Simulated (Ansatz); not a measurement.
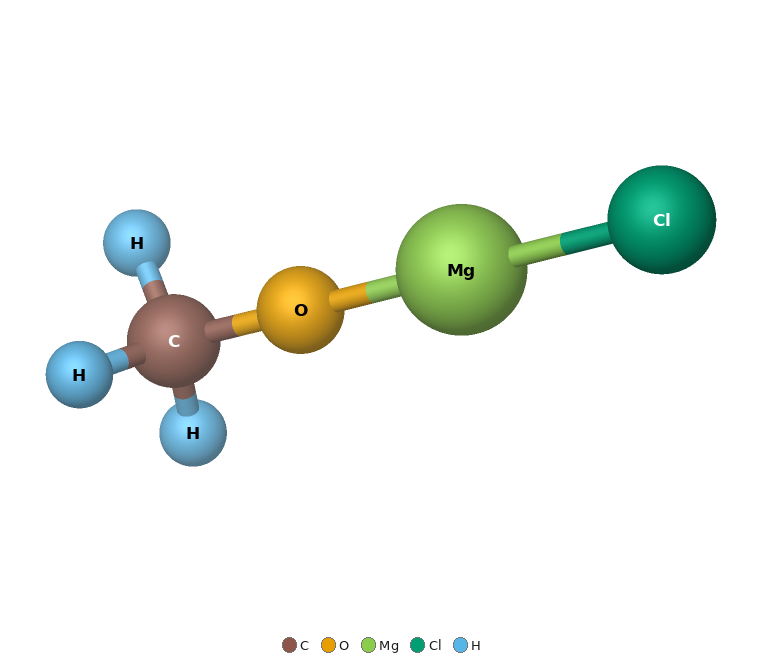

The geometry was computed by an optimisation with PBE0-D4/def2-TZVP. Program: Ansatz 0.2.0.

At this fixed geometry, give dipole (D), HOMO energy (eV) at these levels: B3LYP-D4/def2-TZVPP; PBE-D4/def2-TZVPP; r2SCAN-D4/def2-TZVPP; ωB97M-V/def2-TZVPP.

```csv
level,dipole (D),HOMO energy (eV)
B3LYP-D4/def2-TZVPP,1.64,−7.23
PBE-D4/def2-TZVPP,1.57,−5.95
r2SCAN-D4/def2-TZVPP,1.67,−6.23
ωB97M-V/def2-TZVPP,1.68,−9.89
```
